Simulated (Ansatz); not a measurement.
# HBS (hydrogen boron sulfide): HF/STO-3G

Aim: the vertical singlet–triplet gap of HBS (hydrogen boron sulfide) at HF/STO-3G, from 2 runs. 

Program for the calculation: Ansatz 0.2.0.

63 further runs of the same task are left out: 8 that didn't finish, 55 set aside as unsound or not needed.

### 1 The structure to begin with

The species is HBS (3 atoms), meant as a singlet with charge 0. As SMILES, `B=S`. The coordinates come from a PBE0-D4/def2-TZVP relaxation.

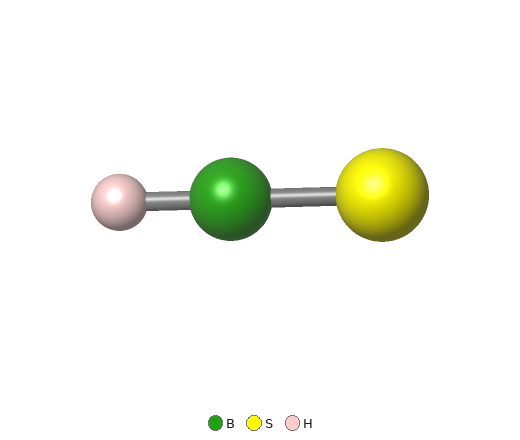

The structure, seen from a chosen angle (boron green, sulfur yellow, hydrogen pink).

### 2 A single-point energy at HF/STO-3G

Contents of job.yaml:

```yaml
crystal:
  periodic: [false, false, false]
  atoms:
    - symbol: B
      position_ang: [-0.038660, -0.014560, 0.134750]
    - symbol: S
      position_ang: [0.399170, 0.147640, -1.393290]
    - symbol: H
      position_ang: [-0.360510, -0.133080, 1.258530]
basis:
  gaussian: {orbitals: STO-3G}
hamiltonian: {xc: hf}
accuracy: high
```

On the command line:

```bash
$ ansatz run job.yaml --threads 1 --pin off --max-ram 3480MiB --events-out events.jsonl --progress --plain --runs-dir runs
```

The log of the run:

```text
Warning: RAYON_NUM_THREADS=1 ignored (pool sized by the plan → 1); use --threads N
Functional definition: HF
  name "HF"
  exchange = exact_x
  correlation = 0
243 factors; integrals over basis functions are off by at most 1.6e-8 eV
mean field evaluation 1: about -11375.2397 eV, gradient 2.4e1 eV
mean field evaluation 2: about -11375.2367 eV, gradient 2.4e1 eV
mean field evaluation 4: about -11377.6117 eV, gradient 1.4e0 eV
mean field evaluation 8: about -11377.6230 eV, gradient 2.3e-2 eV
mean field -11377.62297392 eV, -418.1199322617 hartree, gradient 4.1e-8 eV, S^2 0.000000; 0 other end points of the search recorded, 0 dependent functions left out
reference -11377.62297392 eV, -418.1199322617 hartree; 11, 11 occupied and 4, 4 virtual orbitals, 243 factors
Total energy: -11377.62297392 eV, -418.1199322617 hartree
```

Run time: 0.08 s. Hardware: 1 thread of Arm Neoverse V1, shared host.

### 3 The triplet at the same level

Contents of job.yaml:

```yaml
basis:
  gaussian:
    orbitals: STO-3G
crystal:
  periodic: [false, false, false]
  atoms:
    - {symbol: B, position_ang: [-0.038660, -0.014560, 0.134750]}
    - {symbol: S, position_ang: [0.399170, 0.147640, -1.393290]}
    - {symbol: H, position_ang: [-0.360510, -0.133080, 1.258530]}
magnetization:
  spin_polarized: true
  initial_magnetization: 2
hamiltonian:
  xc: hf
accuracy: high
```

On the command line:

```bash
$ ansatz run job.yaml --threads 1 --pin off --max-ram 3480MiB --events-out events.jsonl --progress --plain --runs-dir runs
```

The log of the run, cut to the lines that bear on the results:

```text
Warning: RAYON_NUM_THREADS=1 ignored (pool sized by the plan → 1); use --threads N
[... 2 set-up lines as earlier in the session ...]
[...]
243 factors; integrals over basis functions are off by at most 1.6e-8 eV
[...]
mean field -11373.68649215 eV, -417.9752692248 hartree, gradient 3.1e-8 eV, S^2 2.014157; 9 other end points of the search recorded, 0 dependent functions left out
reference -11373.68649215 eV, -417.9752692248 hartree; 12, 10 occupied and 3, 5 virtual orbitals, 243 factors
Total energy: -11373.68649215 eV, -417.9752692248 hartree
```

Run time: 0.44 s. Hardware: 1 thread of Arm Neoverse V1, shared host.

### 4 Summary of results

At HF/STO-3G:

| quantity | value |
| --- | --- |
| singlet: total energy | -418.11993 Eh |
| triplet: total energy | -417.97527 Eh |
| triplet: ⟨S²⟩ | 2.014 |
| vertical energy of the triplet above the singlet | 3.936 eV |

**Reading.** At this shape the triplet lies 3.94 eV (91 kcal/mol) above the singlet. In a minimal basis such a difference can be off by several eV, whatever the method.
